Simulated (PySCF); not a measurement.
C₆H₉P

Input

```
{"job": {"kind": "uv", "xc": "CAM-B3LYP", "basis": "def2-SVPD", "nstates": 8, "ntriplets": 3}, "charge": 0, "multiplicity": 1}
C      2.465926    -0.313342     0.217097
P      0.878117     0.119673     1.079140
C     -0.142028    -1.259850     0.486493
C     -1.374202    -1.076645     0.034492
C     -2.010912     0.277039    -0.090947
C     -1.019801     1.319431    -0.519639
C      0.241472     1.330841    -0.113754
H      2.293669    -0.528757    -0.835938
H      2.905430    -1.182385     0.703165
H      3.157322     0.522140     0.312522
H      0.291671    -2.247425     0.571247
H     -1.974811    -1.916329    -0.289969
H     -2.839386     0.236473    -0.800894
H     -2.428565     0.563398     0.881941
H     -1.385354     2.067178    -1.211148
H      0.933855     2.097505    -0.435219
```

Run with:

```sh
OMP_NUM_THREADS=1 python probes_run.py task.json out
```

Geometry: GFN2-xTB.

The calculation used CAM-B3LYP/def2-SVPD, SCF density, gas phase in PySCF 2.14.0.

Question: What can the converged electron density and electron localisation function tell about the bonding?

Answer: C–C (1.33 Å): ρ at the midpoint is about 2.3 e/Å³; the ELF peaks at about 0.95 between the atoms; a multiple bond.
C–P (1.82 Å): the density is about 1.2 e/Å³ at the midpoint; the ELF peaks at about 0.95 between the atoms, as expected for a covalent bond.
C–H (1.08 Å): ρ at the midpoint is about 2 e/Å³; the ELF climbs to about 1 towards the hydrogen, as it does in any bond to H: an ordinary covalent bond to hydrogen.
C–C (1.50 Å): ρ is about 1.7 e/Å³ halfway; the ELF peaks at about 0.95 between the atoms; a shared electron pair.

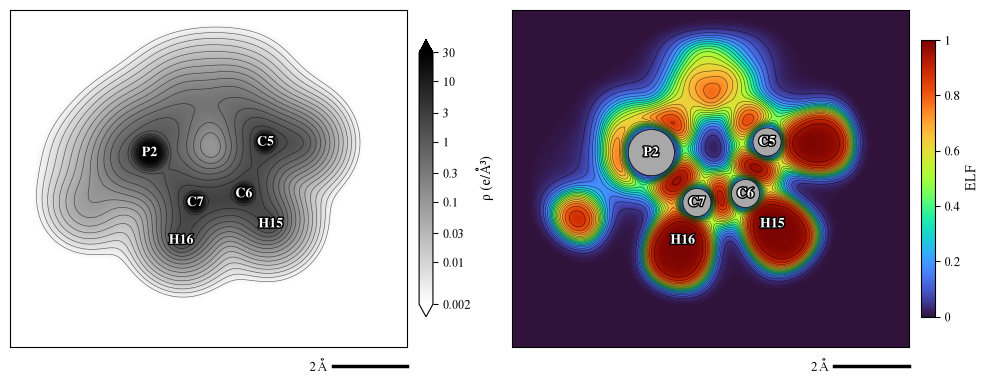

Computed electron density and electron localisation function on the plane of atoms C5, C6 and C7, in this order. Grey discs cover the atomic cores in the ELF map. 
